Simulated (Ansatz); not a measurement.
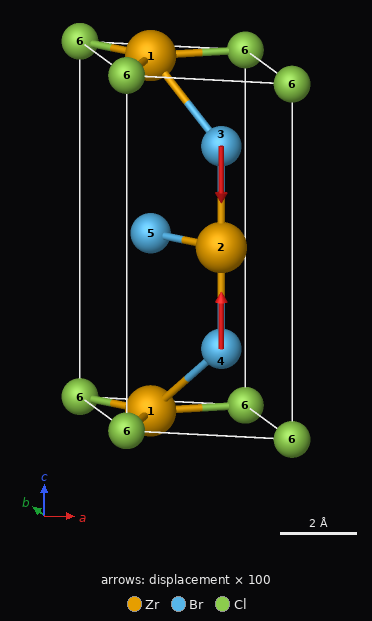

A relaxation of a crystal of Zr2Br3Cl (a generated structure, set up in P-6m2). The starting structure is drawn; red arrows show the displacements (the part carried along by the change of the cell is left out), 100 times their true length.

Style: ball-and-stick. Shown: the cell of the calculation, slightly off an axis.

Theory: DFT PBE, scalar-relativistic, plane waves, PAW (Ansatz 0.2.0).

Input file:
```yaml
crystal:
  lattice:
    - [4.4911830283, 0.0, 0.0]
    - [-2.2455915141, 3.8894785955, 0.0]
    - [0.0, 0.0, 9.5648191873]
  atoms:
    - { symbol: Zr, position: [0.3333333333, 0.6666666667, 0.0], spin: 1.14 }
    - { symbol: Zr, position: [0.6666666667, 0.3333333333, 0.5], spin: 0.63 }
    - { symbol: Br, position: [0.6666666667, 0.3333333333, 0.7850538391] }
    - { symbol: Br, position: [0.6666666667, 0.3333333333, 0.2149461609] }
    - { symbol: Br, position: [0.3333333333, 0.6666666667, 0.5] }
    - { symbol: Cl, position: [0.0, 0.0, 0.0] }
basis:
  ecutwfc: 420
kpoints:
  mp_grid: { grid: [12, 12, 4] }
hamiltonian:
  xc: pbe
scf:
  occupations: { method: gaussian, width: 0.1 }
output:
  forces: true
  stress: true
  eigenvalues: true
  populations: true
  write_density: true
  write_potential: true
  elf: true
  volumetric_format: npy
magnetization:
  spin_polarized: true
relax:
  adjacent_minimum: "off"
  f_tol: 0.01
  max_steps: 80
  cell: { stress_tol: 0.05 }
```

Run as
```bash
ansatz run input.yaml --threads 1 --pin off --max-ram 2560MiB --backend cpu --events-out ev --progress --plain --runs-dir out
```

**Atoms of which element are displaced furthest, and by how much?**

Bromine: up to 0.015 Å, against 0.000 Å for chlorine.

**What did the optimiser do to the structure, and how much energy did it gain?**

The largest moves relative to the cell, 0.015 Å, are those of Br3 and Br4. Br4 goes along +c. Cl and Zr stay in place. Cell: a = b 4.491 → 4.566 Å (+1.7 %), c 9.565 → 9.517 Å (−0.5 %). Volume +2.8 %. Some distances before and after: Zr2–Br5 2.593 → 2.636 Å, Zr1–Cl6 2.593 → 2.636 Å, Zr1–Br3 3.309 → 3.346 Å, Zr2–Br3 2.726 → 2.697 Å. The space group stays P-6m2 (No. 187). The energy falls by 6.0 meV per atom in 2 accepted moves (3 points after the start). The largest force component goes from 0.14 to 0.0063 eV/Å. The pressure goes from 1.33 to −0.02 GPa. At 1 point the geometry stayed and the basis and grid were re-selected for the new cell (energy shift of 0.1 meV per atom at most each time).
